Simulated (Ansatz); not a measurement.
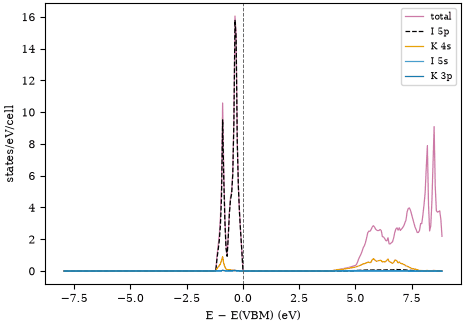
Fig. 1. Total and projected density of states of KI (rock salt, Fm-3m), the program Ansatz at the PBE level (PAW)

Which orbitals carry the states next to the gap?

Top 1 eV of the valence band: I 5p 96 %. Bottom 1 eV of the conduction band: K 4s 76 %, I 5s 13 %, I 5p 7 %. Projections are on Löwdin-orthogonalised atomic valence shells; empty p or d shells of many metals are not among them.

Where is the tallest occupied peak in this window, and what makes it?

Near -0.3 eV, about 16 states/eV per cell; the largest projected share is I 5p.

Symmetry was held in the PBE relaxation; phonons on a q-mesh show no instability. Scalar-relativistic: spin–orbit coupling is off unless named, which matters more the heavier the elements.

Potentials: the later of the program's two PAW sets.
